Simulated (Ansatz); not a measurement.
System: C₄H₉FOSi₂.

The calculation's input:

```
basis:
  gaussian:
    orbitals: def2-SVPD
crystal:
  periodic: [false, false, false]
  atoms:
    - {symbol: C, position_ang: [-2.352713, -1.139898, 0.644677]}
    - {symbol: C, position_ang: [-1.673079, 0.001853, 0.766691]}
    - {symbol: C, position_ang: [0.465386, 1.193880, -1.274628]}
    - {symbol: C, position_ang: [1.639690, 0.514095, -2.040186]}
    - {symbol: F, position_ang: [-3.637377, -1.264927, 0.994719]}
    - {symbol: O, position_ang: [0.643644, -1.370275, -0.292969]}
    - {symbol: Si, position_ang: [0.114883, 0.131846, 0.269697]}
    - {symbol: Si, position_ang: [1.477897, -1.364028, -1.759824]}
    - {symbol: H, position_ang: [-1.940802, -2.078256, 0.258136]}
    - {symbol: H, position_ang: [-2.209282, 0.862849, 1.185287]}
    - {symbol: H, position_ang: [0.934493, 0.565631, 1.439665]}
    - {symbol: H, position_ang: [0.680845, 2.250754, -1.045218]}
    - {symbol: H, position_ang: [-0.446978, 1.187807, -1.896853]}
    - {symbol: H, position_ang: [2.606624, 0.834192, -1.612929]}
    - {symbol: H, position_ang: [1.661576, 0.800333, -3.104869]}
    - {symbol: H, position_ang: [2.785034, -2.065623, -1.624004]}
    - {symbol: H, position_ang: [0.669271, -2.055051, -2.807073]}
hamiltonian:
  xc: {name: PBE0}
output:
  forces: true
  orbitals: {seedname: orbitals}
```

Run with:

```sh
ansatz run input.yaml --threads 2 --pin off --max-ram 5220MiB --events-out events.jsonl --progress --plain --runs-dir runs
```

Geometry: B3LYP/def2-SVP.

Computed with Ansatz 0.2.0, isolated molecule in a Gaussian basis; Kohn-Sham density functional theory, functional PBE0.

> What will maps of the electron density and electron localisation function show?

C–C (1.33 Å): ρ at the midpoint is about 2.3 e/Å³; the ELF peaks at about 0.95 between the atoms; a short, multiple covalent bond.
C–F (1.34 Å): ρ is about 2.3 e/Å³ halfway; the ELF peaks at about 0.85 between the atoms: a shared but strongly polarised pair.
Si–O (1.69 Å): ρ at the midpoint is about 1 e/Å³; the ELF peaks at about 0.85 between the atoms: a shared but strongly polarised pair.
C–Si (1.86 Å): ρ is about 0.97 e/Å³ halfway; the ELF peaks at about 0.95 between the atoms: a covalent bond.

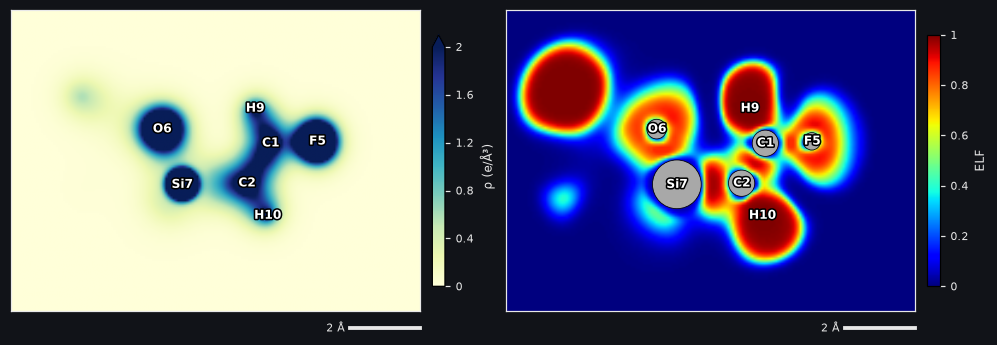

Computed electron density and electron localisation function on the plane of atoms Si7, C2 and H10, in this order. Grey discs cover the atomic cores in the ELF map. 
